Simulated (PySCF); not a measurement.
# C3H9PSi: NMR shifts at several levels of theory

How much do the NMR shifts of C3H9PSi (`P[SiH2]C1CC1`) depend on the level of theory, and what does each level cost?

Computed with PySCF 2.14.0, with density-fitted response routines of our own, on a single molecule in the gas phase. Atoms are numbered from 0 throughout.

### 1 Starting geometry

14 atoms, charge 0, multiplicity 1; geometry from: PBE0-D3(BJ)/def2-SVP.

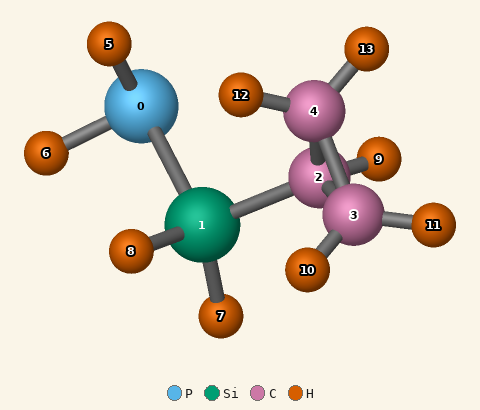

The starting geometry (phosphorus blue, silicon teal, carbon pink, hydrogen orange), atoms numbered.

### 2 Nuclear shieldings: PBE0/pcSseg-1

What the job is given:

```
{"job": {"kind": "nmr", "xc": "PBE0", "basis": "pcSseg-1", "pop": false}, "charge": 0, "multiplicity": 1}
P      1.824923    -1.752909     0.965015
Si     0.962979    -0.411416    -0.648045
C     -0.840738    -0.116499    -0.276935
C     -1.536263     1.133814    -0.757900
C     -1.242837     0.967562     0.695694
H      1.813321    -0.716357     1.949172
H      3.182475    -1.507459     0.591521
H      1.150371    -1.113627    -1.955922
H      1.647667     0.919831    -0.723631
H     -1.460805    -1.019988    -0.251314
H     -0.954256     1.869898    -1.320860
H     -2.572375     1.039935    -1.095204
H     -0.456853     1.589441     1.136688
H     -2.073321     0.757841     1.375204
```

Method: GIAO PBE0/pcSseg-1 NMR shielding, non-relativistic, gas phase.

Started as:

```
> OMP_NUM_THREADS=1 python probes_run.py task.json out
```

One launch serves the whole session: the jobs run in the order shown.

Standard output:

```text
coarse grid: 12088 points
cycle   1  E = -750.0550842085  dE =  3.114e-01  |g| = 3.094e-01  |ddm| = 3.230e+00
cycle   2  E = -750.0468138707  dE =  8.270e-03  |g| = 3.656e-01  |ddm| = 6.367e-01
cycle   3  E = -750.0820159222  dE = -3.520e-02  |g| = 3.321e-02  |ddm| = 3.625e-01
cycle   4  E = -750.0822413172  dE = -2.254e-04  |g| = 1.289e-02  |ddm| = 5.123e-02
cycle   5  E = -750.0822837822  dE = -4.247e-05  |g| = 4.096e-03  |ddm| = 2.186e-02
cycle   6  E = -750.0822876627  dE = -3.880e-06  |g| = 1.105e-03  |ddm| = 5.209e-03
final grid: 105824 points
cycle   7  E = -750.1122730069  dE = -2.256e-05  |g| = 6.868e-03  |ddm| = 2.465e-02
cycle   8  E = -750.1122655056  dE =  7.501e-06  |g| = 8.772e-03  |ddm| = 1.436e-02
cycle   9  E = -750.1122854937  dE = -1.999e-05  |g| = 3.133e-04  |ddm| = 8.015e-03
cycle  10  E = -750.1122855110  dE = -1.731e-08  |g| = 1.281e-04  |ddm| = 4.927e-04
cycle  11  E = -750.1122855147  dE = -3.672e-09  |g| = 4.101e-05  |ddm| = 1.546e-04
cycle  12  E = -750.1122855151  dE = -3.977e-10  |g| = 8.814e-06  |ddm| = 4.709e-05
converged SCF energy = -750.1122855151

GIAO shielding tensors (ppm)
atom      isotropic    diamagn.    paramagn.     s11        s22        s33       span
  0 P      603.056     966.854    -363.798    542.207    579.245    687.716    145.509
  1 Si     378.360     880.470    -502.110    337.472    365.844    431.764     94.291
  2 C      190.954     254.011     -63.057    161.107    182.840    228.915     67.808
  3 C      178.905     253.118     -74.213    151.306    173.562    211.847     60.542
  4 C      179.951     251.191     -71.240    150.622    175.182    214.049     63.427
  5 H       29.604      29.944      -0.340     24.068     28.157     36.587     12.519
  6 H       29.728      28.638       1.090     24.764     26.098     38.322     13.558
  7 H       26.686      28.851      -2.165     22.733     25.218     32.107      9.374
  8 H       27.388      30.097      -2.709     23.193     26.823     32.148      8.955
  9 H       31.623      31.824      -0.200     24.381     28.322     42.166     17.785
 10 H       30.945      31.077      -0.132     24.777     28.298     39.760     14.983
 11 H       30.503      29.952       0.552     24.508     26.126     40.876     16.369
 12 H       31.103      31.443      -0.340     25.566     28.313     39.430     13.865
 13 H       30.572      30.263       0.309     25.012     25.955     40.750     15.739
```

Run time: 11 s. Hardware: 1 thread of Arm Neoverse V2, shared host; peak memory 0.77 GiB.

Shifts follow as δ = σ(reference) − σ, with reference shieldings (ppm) from runs at the same level and on the same kind of geometry: 1H TMS 31.27, 13C TMS 184.4, 29Si TMS 352.0, 31P H3PO4 310.1. The references are single molecules in the gas phase, so shifts against H2O, NH3, PH3, H3PO4 or CFCl3 are not on the usual liquid scales and can be off by tens of ppm. Atoms listed in one row are averaged.

```csv
atoms,environment,σ (ppm),δ (ppm),δ scaled to CDCl3
"C3, C4",three-membered-ring carbon,179.4,5.0,4.3
C2,three-membered-ring carbon,191.0,-6.5,-6.9
"H7, H8","hydrogen on a silicon bonded to C, P",27.04,4.23,–
"H5, H6",hydrogen on a phosphorus bonded to Si,29.67,1.60,–
"H11, H13",hydrogen on a three-membered-ring carbon,30.54,0.73,0.91
"H10, H12",hydrogen on a three-membered-ring carbon,31.02,0.24,0.45
H9,hydrogen on a three-membered-ring carbon,31.62,-0.36,-0.12
P0,"phosphorus bonded to Si, 2 H",603.1,-292.9,–
Si1,"silicon bonded to C, P, 2 H",378.4,-26.4,–
```

The scaled column applies a straight-line fit of computed shieldings to shifts measured in CDCl3 (root-mean-square error 0.21 ppm for H, 2.0 ppm for C).

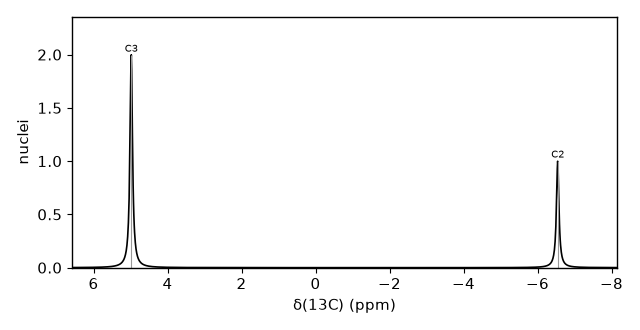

13C lines at the computed shifts, without couplings. Lines are broadened to a width of 0.08 ppm (Lorentzian).

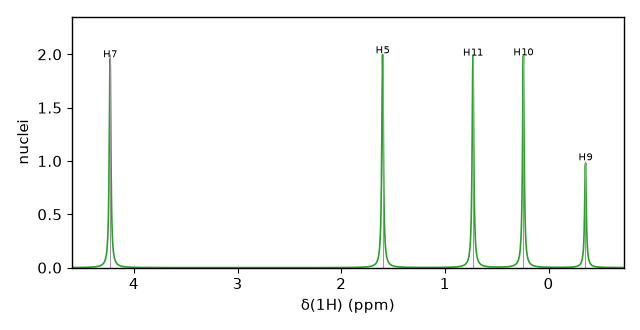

1H lines at the computed shifts, without couplings. Lines are broadened to a width of 0.02 ppm (Lorentzian).

Ring of atoms C2, C3, C4: NICS(0) -44.9, NICS(1) -8.7, NICS(1)zz -23.5 ppm (means of both faces).

In rings of three or four atoms NICS is ruled by the nearby σ bonds, so it says little on aromaticity.

### 3 NMR shieldings: mPW1PW91/pcSseg-1

Settings changed since step 2:

```diff
@@ -1,2 +1,2 @@
-{"job": {"kind": "nmr", "xc": "PBE0", "basis": "pcSseg-1", "pop": false}, "charge": 0, "multiplicity": 1}
+{"job": {"kind": "nmr", "xc": "mPW1PW91", "basis": "pcSseg-1", "pop": false}, "charge": 0, "multiplicity": 1}
 P      1.824923    -1.752909     0.965015
```

Level: GIAO mPW1PW91/pcSseg-1 NMR shielding, non-relativistic, gas phase.

Standard output:

```text
coarse grid: 12088 points
cycle   1  E = -750.4577046011  dE =  3.102e-01  |g| = 3.095e-01  |ddm| = 3.231e+00
cycle   2  E = -750.4498045307  dE =  7.900e-03  |g| = 3.652e-01  |ddm| = 6.403e-01
cycle   3  E = -750.4849820521  dE = -3.518e-02  |g| = 3.245e-02  |ddm| = 3.614e-01
cycle   4  E = -750.4851977281  dE = -2.157e-04  |g| = 1.320e-02  |ddm| = 5.164e-02
cycle   5  E = -750.4852426194  dE = -4.489e-05  |g| = 4.024e-03  |ddm| = 2.213e-02
cycle   6  E = -750.4852463483  dE = -3.729e-06  |g| = 1.105e-03  |ddm| = 5.133e-03
final grid: 105824 points
cycle   7  E = -750.5145232140  dE = -2.426e-05  |g| = 5.092e-03  |ddm| = 2.288e-02
cycle   8  E = -750.5145194779  dE =  3.736e-06  |g| = 6.410e-03  |ddm| = 1.096e-02
cycle   9  E = -750.5145300895  dE = -1.061e-05  |g| = 2.504e-04  |ddm| = 5.921e-03
cycle  10  E = -750.5145301012  dE = -1.170e-08  |g| = 9.886e-05  |ddm| = 4.569e-04
cycle  11  E = -750.5145301034  dE = -2.153e-09  |g| = 3.381e-05  |ddm| = 1.391e-04
cycle  12  E = -750.5145301036  dE = -2.901e-10  |g| = 7.375e-06  |ddm| = 3.868e-05
converged SCF energy = -750.5145301036

GIAO shielding tensors (ppm)
atom      isotropic    diamagn.    paramagn.     s11        s22        s33       span
  0 P      598.503     967.029    -368.526    537.873    574.380    683.256    145.383
  1 Si     376.641     880.586    -503.945    336.337    364.296    429.289     92.952
  2 C      190.115     254.274     -64.159    160.135    182.009    228.200     68.066
  3 C      177.933     253.131     -75.198    150.297    172.511    210.993     60.696
  4 C      178.996     251.195     -72.200    149.684    174.124    213.180     63.495
  5 H       29.674      30.069      -0.396     24.164     28.246     36.611     12.447
  6 H       29.796      28.714       1.083     24.864     26.189     38.335     13.471
  7 H       26.780      28.935      -2.155     22.839     25.311     32.189      9.350
  8 H       27.468      30.207      -2.740     23.284     26.896     32.223      8.939
  9 H       31.682      31.925      -0.243     24.474     28.415     42.156     17.682
 10 H       30.991      31.133      -0.142     24.852     28.372     39.749     14.897
 11 H       30.558      29.992       0.566     24.595     26.221     40.857     16.262
 12 H       31.147      31.516      -0.370     25.632     28.391     39.417     13.785
 13 H       30.628      30.314       0.314     25.100     26.051     40.733     15.634
```

Run time: 11 s. Hardware: 1 thread of Arm Neoverse V2, shared host; peak memory 0.77 GiB.

In short: δ C3 5.1, C2 -6.6, P0 -290.0, Si1 -25.8, H7 4.19, H5 1.58 ppm (means over like atoms).

### 4 Shielding tensors: WP04/pcSseg-1

Settings changed since step 3:

```diff
@@ -1,2 +1,2 @@
-{"job": {"kind": "nmr", "xc": "mPW1PW91", "basis": "pcSseg-1", "pop": false}, "charge": 0, "multiplicity": 1}
+{"job": {"kind": "nmr", "xc": "WP04", "basis": "pcSseg-1", "pop": false}, "charge": 0, "multiplicity": 1}
 P      1.824923    -1.752909     0.965015
```

With the program's defaults for keys left out, this is: GIAO WP04/pcSseg-1 NMR shielding, non-relativistic, gas phase.

Standard output:

```text
coarse grid: 12088 points
cycle   1  E = -760.4124565445  dE =  2.196e-01  |g| = 5.465e-01  |ddm| = 3.333e+00
cycle   2  E = -760.3507237567  dE =  6.173e-02  |g| = 7.221e-01  |ddm| = 1.177e+00
cycle   3  E = -760.4888448741  dE = -1.381e-01  |g| = 7.111e-02  |ddm| = 7.238e-01
cycle   4  E = -760.4899110505  dE = -1.066e-03  |g| = 2.244e-02  |ddm| = 1.065e-01
cycle   5  E = -760.4900281901  dE = -1.171e-04  |g| = 8.100e-03  |ddm| = 3.523e-02
cycle   6  E = -760.4900439053  dE = -1.572e-05  |g| = 2.365e-03  |ddm| = 9.240e-03
cycle   7  E = -760.4900454263  dE = -1.521e-06  |g| = 3.109e-04  |ddm| = 3.051e-03
final grid: 105824 points
cycle   8  E = -760.5303174174  dE = -3.695e-05  |g| = 6.289e-03  |ddm| = 2.616e-02
cycle   9  E = -760.5303076388  dE =  9.779e-06  |g| = 8.764e-03  |ddm| = 1.263e-02
cycle  10  E = -760.5303277594  dE = -2.012e-05  |g| = 4.842e-04  |ddm| = 7.616e-03
cycle  11  E = -760.5303278018  dE = -4.240e-08  |g| = 2.178e-04  |ddm| = 7.200e-04
cycle  12  E = -760.5303278128  dE = -1.106e-08  |g| = 6.340e-05  |ddm| = 2.231e-04
cycle  13  E = -760.5303278137  dE = -9.022e-10  |g| = 1.541e-05  |ddm| = 7.911e-05
converged SCF energy = -760.5303278137

GIAO shielding tensors (ppm)
atom      isotropic    diamagn.    paramagn.     s11        s22        s33       span
  0 P      542.318     970.060    -427.742    488.823    519.583    618.547    129.724
  1 Si     360.148     883.324    -523.176    321.684    350.586    408.175     86.491
  2 C      176.565     256.340     -79.775    144.459    168.427    216.811     72.352
  3 C      165.169     254.655     -89.486    136.556    159.434    199.517     62.962
  4 C      166.308     253.089     -86.782    136.330    160.963    201.630     65.300
  5 H       30.239      31.567      -1.327     25.111     29.055     36.553     11.442
  6 H       30.327      29.283       1.044     25.839     27.067     38.075     12.236
  7 H       27.684      29.967      -2.284     23.985     26.234     32.832      8.847
  8 H       28.241      31.791      -3.549     24.291     27.643     32.790      8.499
  9 H       31.904      32.817      -0.914     25.239     29.087     41.385     16.146
 10 H       31.198      31.912      -0.714     25.440     28.928     39.225     13.784
 11 H       30.845      29.916       0.929     25.273     27.021     40.242     14.969
 12 H       31.334      32.780      -1.446     26.173     28.920     38.908     12.735
 13 H       30.917      30.635       0.282     25.757     26.861     40.135     14.378
```

Run time: 11 s. Hardware: 1 thread of Arm Neoverse V2, shared host; peak memory 0.77 GiB.

In short: δ C3 6.7, C2 -4.1, P0 -243.0, Si1 -21.5, H7 3.60, H5 1.28 ppm (means over like atoms).

### 5 Shielding tensors: B97-2/pcSseg-1

Settings changed since step 4:

```diff
@@ -1,2 +1,2 @@
-{"job": {"kind": "nmr", "xc": "WP04", "basis": "pcSseg-1", "pop": false}, "charge": 0, "multiplicity": 1}
+{"job": {"kind": "nmr", "xc": "B97-2", "basis": "pcSseg-1", "pop": false}, "charge": 0, "multiplicity": 1}
 P      1.824923    -1.752909     0.965015
```

Level: GIAO B97-2/pcSseg-1 NMR shielding, non-relativistic, gas phase.

Standard output:

```text
coarse grid: 12088 points
cycle   1  E = -750.4546413107  dE =  2.863e-01  |g| = 3.108e-01  |ddm| = 3.240e+00
cycle   2  E = -750.4432583724  dE =  1.138e-02  |g| = 3.854e-01  |ddm| = 6.798e-01
cycle   3  E = -750.4828886811  dE = -3.963e-02  |g| = 3.089e-02  |ddm| = 3.849e-01
cycle   4  E = -750.4830887801  dE = -2.001e-04  |g| = 1.379e-02  |ddm| = 5.527e-02
cycle   5  E = -750.4831383922  dE = -4.961e-05  |g| = 3.795e-03  |ddm| = 2.301e-02
cycle   6  E = -750.4831417833  dE = -3.391e-06  |g| = 1.186e-03  |ddm| = 5.080e-03
final grid: 105824 points
cycle   7  E = -750.5052909445  dE = -4.431e-05  |g| = 3.399e-03  |ddm| = 2.499e-02
cycle   8  E = -750.5052908224  dE =  1.221e-07  |g| = 2.665e-03  |ddm| = 6.083e-03
cycle   9  E = -750.5052925443  dE = -1.722e-06  |g| = 8.967e-04  |ddm| = 3.706e-03
cycle  10  E = -750.5052927314  dE = -1.871e-07  |g| = 1.135e-04  |ddm| = 8.193e-04
cycle  11  E = -750.5052927345  dE = -3.074e-09  |g| = 3.592e-05  |ddm| = 1.830e-04
cycle  12  E = -750.5052927348  dE = -2.824e-10  |g| = 1.270e-05  |ddm| = 4.834e-05
converged SCF energy = -750.5052927348

GIAO shielding tensors (ppm)
atom      isotropic    diamagn.    paramagn.     s11        s22        s33       span
  0 P      598.399     967.247    -368.848    539.298    574.438    681.461    142.163
  1 Si     382.688     880.750    -498.062    342.970    370.499    434.595     91.625
  2 C      190.102     254.193     -64.091    160.541    181.657    228.107     67.566
  3 C      178.029     253.077     -75.049    150.811    172.263    211.011     60.199
  4 C      179.078     251.264     -72.186    150.217    173.840    213.176     62.959
  5 H       29.735      30.218      -0.483     24.268     28.336     36.601     12.333
  6 H       29.852      28.787       1.065     24.973     26.288     38.295     13.322
  7 H       26.892      29.092      -2.201     22.990     25.433     32.251      9.261
  8 H       27.575      30.427      -2.852     23.429     27.007     32.288      8.859
  9 H       31.752      32.009      -0.256     24.592     28.525     42.140     17.548
 10 H       31.051      31.240      -0.189     24.940     28.480     39.734     14.794
 11 H       30.622      29.978       0.644     24.686     26.352     40.828     16.142
 12 H       31.207      31.689      -0.483     25.724     28.489     39.407     13.683
 13 H       30.692      30.358       0.333     25.188     26.182     40.705     15.516
```

Run time: 11 s. Hardware: 1 thread of Arm Neoverse V2, shared host; peak memory 0.77 GiB.

This run: δ C3 5.1, C2 -6.4, P0 -282.2, Si1 -25.3, H7 4.14, H5 1.58 ppm (means over like atoms).

### 6 NMR shieldings: BHandHLYP/pcSseg-1

Settings changed since step 5:

```diff
@@ -1,2 +1,2 @@
-{"job": {"kind": "nmr", "xc": "B97-2", "basis": "pcSseg-1", "pop": false}, "charge": 0, "multiplicity": 1}
+{"job": {"kind": "nmr", "xc": "BHandHLYP", "basis": "pcSseg-1", "pop": false}, "charge": 0, "multiplicity": 1}
 P      1.824923    -1.752909     0.965015
```

Method: GIAO BHandHLYP/pcSseg-1 NMR shielding, non-relativistic, gas phase.

Standard output:

```text
coarse grid: 12088 points
cycle   1  E = -750.3747709917  dE =  4.246e-01  |g| = 2.629e-01  |ddm| = 3.185e+00
cycle   2  E = -750.3909634888  dE = -1.619e-02  |g| = 1.688e-01  |ddm| = 4.177e-01
cycle   3  E = -750.3980692116  dE = -7.106e-03  |g| = 4.766e-02  |ddm| = 1.974e-01
cycle   4  E = -750.3986449262  dE = -5.757e-04  |g| = 9.479e-03  |ddm| = 4.851e-02
cycle   5  E = -750.3986705236  dE = -2.560e-05  |g| = 2.710e-03  |ddm| = 1.619e-02
cycle   6  E = -750.3986723791  dE = -1.856e-06  |g| = 4.835e-04  |ddm| = 3.936e-03
final grid: 105824 points
cycle   7  E = -750.4212670400  dE = -1.033e-05  |g| = 2.511e-03  |ddm| = 1.012e-02
cycle   8  E = -750.4212673407  dE = -3.007e-07  |g| = 2.312e-03  |ddm| = 4.150e-03
cycle   9  E = -750.4212686665  dE = -1.326e-06  |g| = 1.453e-04  |ddm| = 1.882e-03
cycle  10  E = -750.4212686716  dE = -5.122e-09  |g| = 6.547e-05  |ddm| = 2.856e-04
cycle  11  E = -750.4212686726  dE = -1.029e-09  |g| = 1.375e-05  |ddm| = 9.089e-05
cycle  12  E = -750.4212686727  dE = -4.684e-11  |g| = 3.909e-06  |ddm| = 1.812e-05
converged SCF energy = -750.4212686727

GIAO shielding tensors (ppm)
atom      isotropic    diamagn.    paramagn.     s11        s22        s33       span
  0 P      596.018     966.437    -370.419    537.773    570.126    680.155    142.382
  1 Si     382.971     879.191    -496.220    344.054    370.167    434.692     90.639
  2 C      192.584     254.437     -61.853    161.710    183.166    232.875     71.165
  3 C      180.282     252.631     -72.349    152.312    173.707    214.828     62.516
  4 C      181.312     250.725     -69.413    151.713    175.375    216.848     65.136
  5 H       29.890      30.475      -0.585     24.384     28.502     36.784     12.399
  6 H       30.013      28.992       1.021     25.139     26.416     38.484     13.344
  7 H       27.095      29.092      -1.997     23.140     25.607     32.537      9.397
  8 H       27.790      30.402      -2.612     23.612     27.175     32.583      8.971
  9 H       31.947      32.144      -0.197     24.689     28.538     42.614     17.925
 10 H       31.165      31.262      -0.097     24.938     28.371     40.186     15.248
 11 H       30.720      30.064       0.656     24.666     26.249     41.246     16.579
 12 H       31.317      31.714      -0.397     25.703     28.400     39.848     14.145
 13 H       30.790      30.413       0.377     25.174     26.074     41.121     15.947
```

It took 11 s on 1 thread of Arm Neoverse V2, shared host; peak memory 0.78 GiB.

In short: δ C3 3.2, C2 -8.6, P0 -278.8, Si1 -24.5, H7 4.00, H5 1.49 ppm (means over like atoms).

### 7 NMR shieldings: CAM-B3LYP/pcSseg-1

Settings changed since step 6:

```diff
@@ -1,2 +1,2 @@
-{"job": {"kind": "nmr", "xc": "BHandHLYP", "basis": "pcSseg-1", "pop": false}, "charge": 0, "multiplicity": 1}
+{"job": {"kind": "nmr", "xc": "CAM-B3LYP", "basis": "pcSseg-1", "pop": false}, "charge": 0, "multiplicity": 1}
 P      1.824923    -1.752909     0.965015
```

With the program's defaults for keys left out, this is: GIAO CAM-B3LYP/pcSseg-1 NMR shielding, non-relativistic, gas phase.

Standard output:

```text
coarse grid: 12088 points
cycle   1  E = -750.3918803474  dE =  4.019e-01  |g| = 2.655e-01  |ddm| = 3.202e+00
cycle   2  E = -750.4038327286  dE = -1.195e-02  |g| = 2.055e-01  |ddm| = 4.409e-01
cycle   3  E = -750.4143051746  dE = -1.047e-02  |g| = 3.801e-02  |ddm| = 2.052e-01
cycle   4  E = -750.4146635953  dE = -3.584e-04  |g| = 1.061e-02  |ddm| = 4.564e-02
cycle   5  E = -750.4146950379  dE = -3.144e-05  |g| = 3.294e-03  |ddm| = 1.740e-02
cycle   6  E = -750.4146975360  dE = -2.498e-06  |g| = 6.118e-04  |ddm| = 4.425e-03
final grid: 105824 points
cycle   7  E = -750.4497413919  dE = -1.679e-05  |g| = 3.131e-03  |ddm| = 1.108e-02
cycle   8  E = -750.4497416365  dE = -2.445e-07  |g| = 3.041e-03  |ddm| = 4.948e-03
cycle   9  E = -750.4497438862  dE = -2.250e-06  |g| = 1.690e-04  |ddm| = 2.298e-03
cycle  10  E = -750.4497438925  dE = -6.309e-09  |g| = 7.900e-05  |ddm| = 3.210e-04
cycle  11  E = -750.4497438938  dE = -1.346e-09  |g| = 1.688e-05  |ddm| = 1.050e-04
cycle  12  E = -750.4497438939  dE = -7.003e-11  |g| = 5.256e-06  |ddm| = 2.281e-05
converged SCF energy = -750.4497438939

GIAO shielding tensors (ppm)
atom      isotropic    diamagn.    paramagn.     s11        s22        s33       span
  0 P      588.351     966.826    -378.475    528.008    564.034    673.010    145.002
  1 Si     369.800     880.268    -510.469    328.554    356.691    424.154     95.601
  2 C      189.663     254.198     -64.535    158.894    181.089    229.006     70.111
  3 C      177.991     252.452     -74.460    150.079    172.229    211.666     61.587
  4 C      178.925     250.727     -71.802    149.242    173.843    213.690     64.449
  5 H       29.765      30.426      -0.661     24.306     28.427     36.561     12.256
  6 H       29.891      28.798       1.093     25.051     26.359     38.263     13.213
  7 H       26.883      29.008      -2.124     22.974     25.440     32.235      9.260
  8 H       27.596      30.407      -2.812     23.478     27.023     32.286      8.808
  9 H       31.734      32.012      -0.278     24.609     28.462     42.132     17.522
 10 H       31.021      31.229      -0.207     24.914     28.349     39.802     14.888
 11 H       30.582      29.875       0.706     24.641     26.214     40.891     16.250
 12 H       31.167      31.735      -0.568     25.687     28.355     39.460     13.773
 13 H       30.643      30.281       0.362     25.132     26.043     40.754     15.622
```

It took 15 s on 1 thread of Arm Neoverse V2, shared host; peak memory 0.79 GiB.

Key values: δ C3 4.0, C2 -7.2, P0 -289.2, Si1 -26.4, H7 4.09, H5 1.50 ppm (means over like atoms).

(Part 1 of 2 ends here.)
